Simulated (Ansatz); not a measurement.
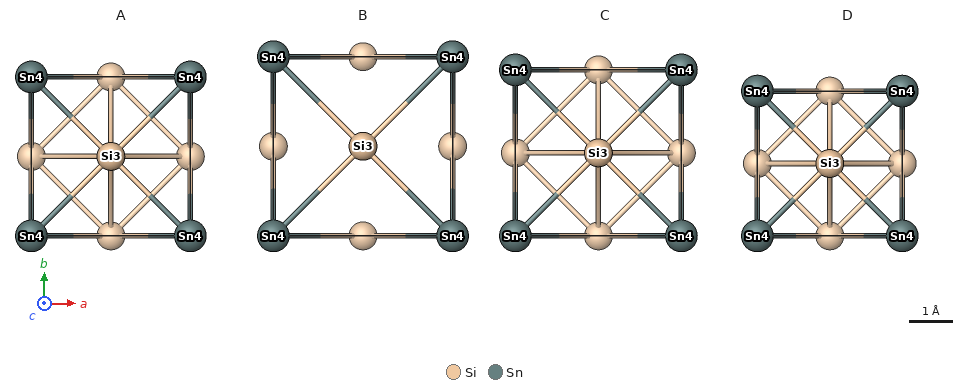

4 geometries from one relaxation of crystalline Si3Sn (a generated structure, set up in Pm-3m) (coarse preliminary run), in shuffled order. The picture is a ball-and-stick view of the cell of the calculation, seen along the c axis.

The calculation used Ansatz 0.2.0, DFT PBE, scalar-relativistic, plane waves, PAW. Set-up: plane-wave cutoff 420 eV; k-point mesh 6 × 6 × 6; occupations gaussian; smearing width 0.1 eV; no spin polarisation; cell and atoms relaxed; force threshold 0.05 eV/Å; at most 80 steps.

### Order the frames from highest to lowest energy.

D, A, C, B. They are steps 0, 2, 3, 10, at +2713 meV per atom, +690 meV per atom, +259 meV per atom relative to the last. After 8 accepted moves (10 points after the start) the energy has fallen by 2713 meV per atom. All forces vanish by symmetry, so only the cell relaxes. The pressure goes from 177.30 to 0.00 GPa. At 2 points the geometry stayed and the basis and grid were re-selected for the new cell (energy shift of 41.8 meV per atom at most each time). No atom moves by more than 0.005 Å relative to the cell. Cell: a = b = c 3.392 → 4.196 Å (+23.7 %). Volume +89.4 %. Some distances before and after: Si–Sn 2.398 → 2.967 Å, Si–Si 2.398 → 2.967 Å. The space group stays Pm-3m (No. 221). The run took 7.8 s on 2 threads of Oxide Virtual Turin-like Processor (Zen 5), with other jobs on the host, peak memory 0.4 GiB.
